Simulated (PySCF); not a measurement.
**Geometry relaxation, with input and output: C₅H₄F₂**

System: C₅H₄F₂.
Method: PBE0-D3(BJ)/def2-SVP geometry optimisation, gas phase (PySCF 2.14.0).

It belongs to a series of runs on one base structure; here: constitutional isomer.

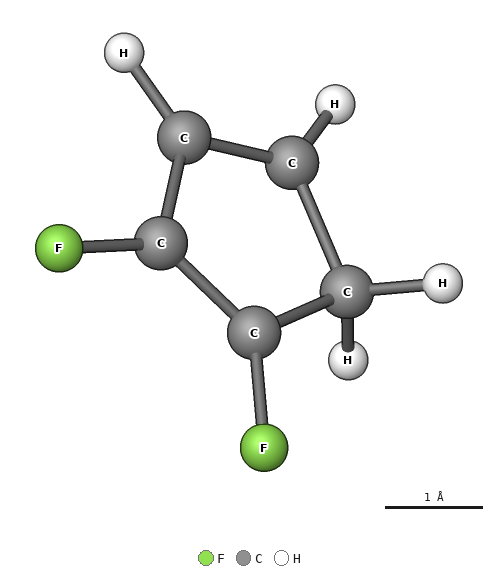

*The input geometry (ball-and-stick view, seen at a tilt).*

**Summary**

```csv
quantity,value
outcome,converged
total energy,−391.866519 hartree
dipole moment,2.42 D
point group,Cs
hardware,"1 CPU thread, shared host"
wall time,39 s
peak memory,0.51 GiB
```

**Input file**
```
{"job": {"xc": "PBE0", "basis": "def2-SVP", "d3": "d3bj", "grid": 1, "shake": 0.01, "kind": "geom"}, "charge": 0, "multiplicity": 1}
F      2.339700     1.152150     0.158770
C      1.121630     0.572260     0.072220
C      0.850630    -0.702630    -0.257470
F      1.766850    -1.668930    -0.572750
C     -0.603470    -0.949900    -0.223460
C     -1.133630     0.401520     0.177580
C     -0.109920     1.259300     0.342540
H     -0.849030    -1.711680     0.505650
H     -0.983140    -1.263180    -1.163830
H     -2.179810     0.591840     0.314480
H     -0.181690     2.293440     0.630610
```

The first line tells a small driver script what to run in PySCF; the rest is the geometry in Å.

Launch command:
```bash
OMP_NUM_THREADS=1 python <driver script> task.json out
```

**What the program printed**
```
step   0  E = -391.86165824  max force = 0.034905
step   1  E = -391.86180063  max force = 0.013927
step   2  E = -391.86541072  max force = 0.007028
step   3  E = -391.86592901  max force = 0.009801
step   4  E = -391.86635489  max force = 0.003779
step   5  E = -391.86646837  max force = 0.001687
step   6  E = -391.86650443  max force = 0.000852
step   7  E = -391.86651871  max force = 0.000300
optimisation converged
```

**Trajectory as extended XYZ (Å, eV, eV/Å), 8 frames, from step=0 to step=7**
```
11
Properties=species:S:1:pos:R:3:forces:R:3 step=0 energy=-10663.09885
F     2.3397    1.1522    0.1588   -1.1528  -0.5398  -0.0954
C     1.1216    0.5723    0.0722    1.6254   0.1959  -0.0279
C     0.8506   -0.7026   -0.2575    1.7949  -1.3525  -0.4998
F     1.7669   -1.6689   -0.5727   -1.2509   1.1955   0.3842
C    -0.6035   -0.9499   -0.2235    0.6055   1.2015   0.9713
C    -1.1336    0.4015    0.1776    0.3423  -0.4959  -0.1017
C    -0.1099    1.2593    0.3425   -0.5501   0.0851   0.0446
H    -0.8490   -1.7117    0.5057   -0.2407  -0.5470   0.4954
H    -0.9831   -1.2632   -1.1638   -0.5692  -0.5072  -1.3990
H    -2.1798    0.5918    0.3145   -0.6302   0.2307   0.0800
H    -0.1817    2.2934    0.6306    0.0258   0.5337   0.1485
11
Properties=species:S:1:pos:R:3:forces:R:3 step=1 energy=-10663.10272
F     2.2824    1.1566   -0.4211    0.2885   0.1447   0.1556
C     1.1642    0.5401   -0.0958   -0.3670   0.0500  -0.1880
C     0.8102   -0.7134   -0.4378   -0.7161   0.3370  -0.0719
F     1.4136   -1.5284   -1.2711    0.6602  -0.5030  -0.0081
C    -0.6197   -0.9368   -0.0799   -0.0832  -0.1735  -0.3469
C    -1.0393    0.3748    0.5010   -0.2076   0.0371  -0.0205
C     0.0143    1.2153    0.5106    0.1276   0.0179  -0.0495
H    -0.7894   -1.7693    0.6284    0.0644  -0.0112  -0.0534
H    -1.1564   -1.2042   -1.0210   -0.0044   0.1473   0.3679
H    -2.0591    0.5919    0.8299    0.1718  -0.0451   0.1503
H     0.0239    2.2527    0.8458    0.0659  -0.0012   0.0647
11
Properties=species:S:1:pos:R:3:forces:R:3 step=2 energy=-10663.20096
F     2.2933    1.1723   -0.3767   -0.0002  -0.1303   0.0177
C     1.1466    0.5549   -0.1449   -0.2573   0.0762   0.0603
C     0.7909   -0.7037   -0.4768   -0.0018   0.1737  -0.3614
F     1.4839   -1.5642   -1.2079    0.0539  -0.1013   0.2373
C    -0.6383   -0.9325   -0.1125    0.1323  -0.0571  -0.0781
C    -1.0464    0.3765    0.4914    0.0117   0.0208  -0.0390
C     0.0055    1.2209    0.4786    0.0190   0.0011   0.0522
H    -0.7738   -1.7612    0.6059    0.0453  -0.0364  -0.0231
H    -1.2142   -1.2040   -1.0178   -0.0452   0.0734   0.0911
H    -2.0402    0.5778    0.8908    0.0278  -0.0203   0.0488
H     0.0375    2.2426    0.8591    0.0146   0.0001  -0.0058
11
Properties=species:S:1:pos:R:3:forces:R:3 step=3 energy=-10663.21506
F     2.2913    1.1430   -0.3618    0.0580   0.2425   0.0433
C     1.1096    0.5806   -0.1723    0.5040  -0.1574  -0.1635
C     0.7845   -0.6785   -0.5249   -0.3213  -0.0690  -0.0206
F     1.5286   -1.5895   -1.1394   -0.0604   0.2309   0.1244
C    -0.6333   -0.9261   -0.1448    0.0983   0.0252   0.1462
C    -1.0462    0.3722    0.4861   -0.1443   0.0016   0.0964
C    -0.0171    1.2437    0.4711    0.0720  -0.2587  -0.0729
H    -0.7240   -1.7596    0.5750   -0.0032  -0.0228  -0.0059
H    -1.2470   -1.1984   -1.0183   -0.0933   0.0165  -0.0627
H    -2.0231    0.5385    0.9365   -0.0807   0.0098  -0.0399
H     0.0214    2.2534    0.8821   -0.0290  -0.0187  -0.0448
11
Properties=species:S:1:pos:R:3:forces:R:3 step=4 energy=-10663.22665
F     2.2935    1.1761   -0.3518   -0.0460  -0.0301  -0.0127
C     1.1250    0.5793   -0.1797   -0.0266   0.0282   0.0394
C     0.7793   -0.6728   -0.5331    0.0520  -0.0511  -0.0306
F     1.5351   -1.5800   -1.1291   -0.0361  -0.0408  -0.0326
C    -0.6351   -0.9262   -0.1430   -0.0408  -0.0554   0.0868
C    -1.0551    0.3666    0.4922    0.1939  -0.0637  -0.0091
C    -0.0123    1.2216    0.4642   -0.0687   0.1943   0.1120
H    -0.7167   -1.7651    0.5723    0.0202  -0.0220  -0.0290
H    -1.2610   -1.1925   -1.0114   -0.0237  -0.0151  -0.0511
H    -2.0328    0.5385    0.9414   -0.0103   0.0161  -0.0631
H     0.0247    2.2338    0.8672   -0.0140   0.0395  -0.0101
11
Properties=species:S:1:pos:R:3:forces:R:3 step=5 energy=-10663.22974
F     2.2896    1.1803   -0.3562   -0.0052  -0.0566  -0.0174
C     1.1264    0.5776   -0.1710   -0.0490   0.0209   0.0083
C     0.7797   -0.6768   -0.5251    0.0788   0.0512  -0.0419
F     1.5244   -1.5781   -1.1433    0.0201  -0.0382  -0.0023
C    -0.6338   -0.9329   -0.1352    0.0506   0.0373   0.0163
C    -1.0446    0.3636    0.4952   -0.0703   0.0350   0.0868
C    -0.0098    1.2285    0.4720   -0.0162  -0.0680  -0.0145
H    -0.7194   -1.7757    0.5748    0.0152   0.0000  -0.0129
H    -1.2566   -1.1943   -1.0098   -0.0026   0.0170   0.0075
H    -2.0299    0.5408    0.9251   -0.0142   0.0088  -0.0198
H     0.0186    2.2465    0.8627   -0.0073  -0.0075  -0.0101
11
Properties=species:S:1:pos:R:3:forces:R:3 step=6 energy=-10663.23072
F     2.2880    1.1790   -0.3608   -0.0024   0.0121   0.0064
C     1.1239    0.5799   -0.1715    0.0153  -0.0138  -0.0223
C     0.7836   -0.6750   -0.5269   -0.0438   0.0170  -0.0100
F     1.5267   -1.5791   -1.1448    0.0021   0.0284   0.0293
C    -0.6292   -0.9316   -0.1329   -0.0068  -0.0099   0.0075
C    -1.0474    0.3619    0.5014    0.0255  -0.0252   0.0097
C    -0.0137    1.2275    0.4735    0.0118  -0.0069  -0.0056
H    -0.7105   -1.7779    0.5731    0.0048  -0.0087  -0.0060
H    -1.2532   -1.1910   -1.0073   -0.0056   0.0071   0.0086
H    -2.0354    0.5386    0.9255   -0.0022   0.0009  -0.0121
H     0.0118    2.2472    0.8598    0.0014  -0.0009  -0.0056
11
Properties=species:S:1:pos:R:3:forces:R:3 step=7 energy=-10663.23111
F     2.2849    1.1838   -0.3628   -0.0028   0.0130   0.0017
C     1.1213    0.5835   -0.1750    0.0063   0.0050  -0.0031
C     0.7827   -0.6714   -0.5303   -0.0069  -0.0034  -0.0054
F     1.5335   -1.5738   -1.1403   -0.0041   0.0002   0.0022
C    -0.6276   -0.9337   -0.1324   -0.0030  -0.0095   0.0103
C    -1.0468    0.3577    0.5051    0.0154  -0.0118   0.0074
C    -0.0163    1.2270    0.4730    0.0025   0.0070  -0.0015
H    -0.7024   -1.7829    0.5707    0.0020  -0.0045  -0.0025
H    -1.2560   -1.1912   -1.0039   -0.0032   0.0013  -0.0003
H    -2.0355    0.5328    0.9281   -0.0033   0.0010  -0.0072
H     0.0069    2.2475    0.8570   -0.0029   0.0018  -0.0017
```

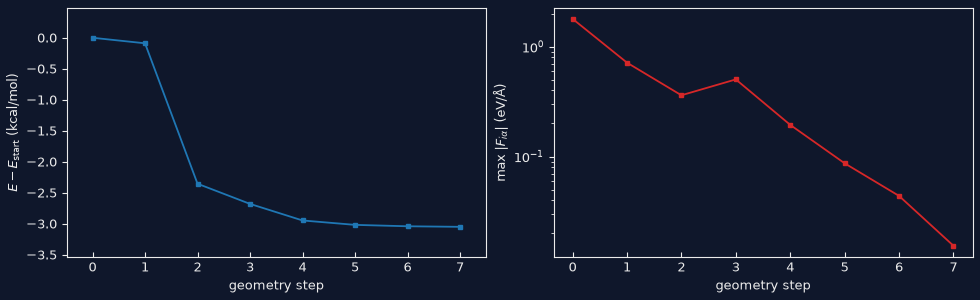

*Progress of the relaxation, step by step (steps are counted from 0).*

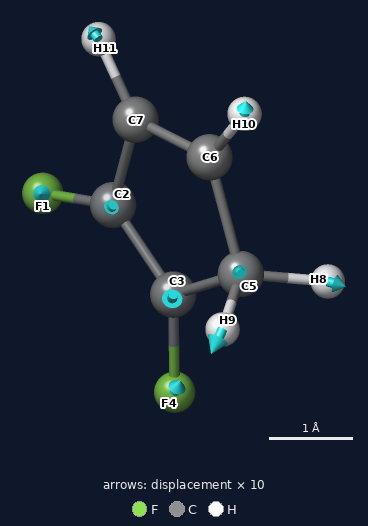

*The starting structure with the displacements as teal arrows, magnified 10 times (ball-and-stick view, seen at a tilt). The two geometries are laid on each other by the best rigid fit.*

The largest move after the best rigid fit is that of H9, 0.035 Å. Largest moves by element: H 0.035 Å, C 0.031 Å, F 0.023 Å. Among the contacts that change: C3–F4 1.368 → 1.323 Å, C5–H9 1.061 → 1.105 Å, F1–C2 1.352 → 1.323 Å, C2–C7 1.436 → 1.459 Å. After 7 geometry steps the energy has fallen by 3.05 kcal/mol. The largest force component goes from 1.8 to 0.015 eV/Å. (Atoms are counted from 1 in the order of the input.)
